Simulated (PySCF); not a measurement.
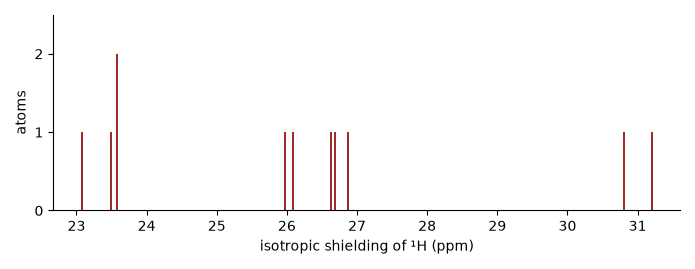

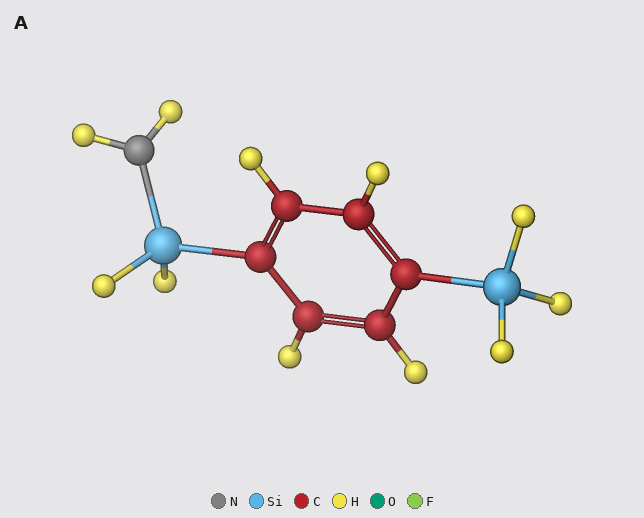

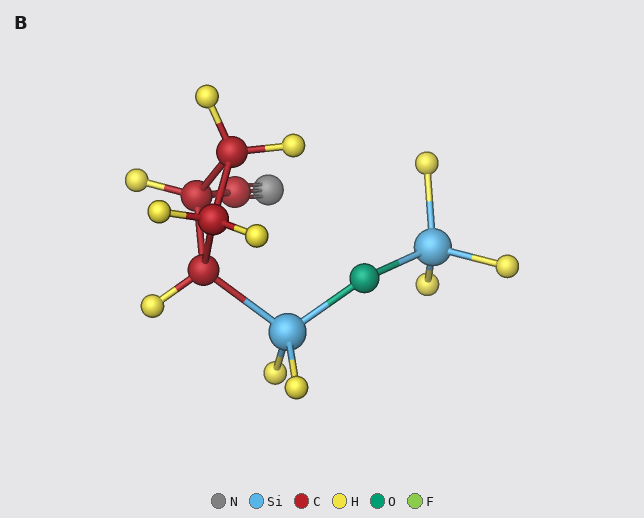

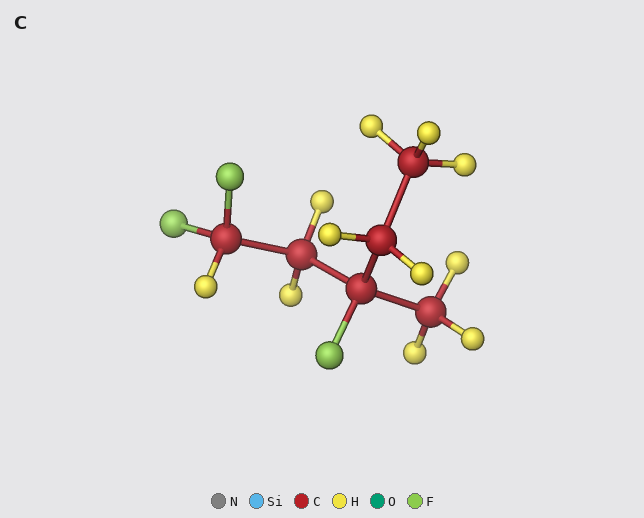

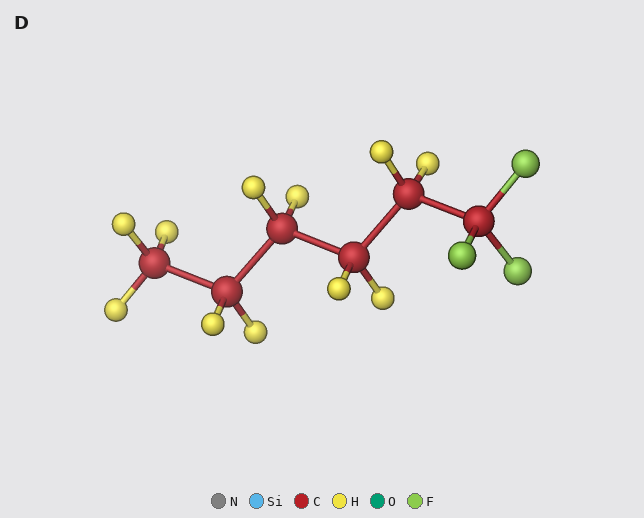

The sticks are computed shieldings of one of the molecules, for one fixed geometry (PBE0-D3(BJ)/def2-SVP) without averaging over rotations. Low shielding means a high chemical shift. Method: GIAO PBE0/pcSseg-1 NMR shielding, non-relativistic, gas phase (PySCF 2.14.0).

Which molecule gives this pattern?

A, `N[SiH2]c1ccc([SiH3])cc1`. Its 11 H atoms give lines at 23.07, 23.49, 23.57 (2 atoms), 25.98, 26.09, 26.63, 26.69, 26.86, 30.81, 31.20 ppm.
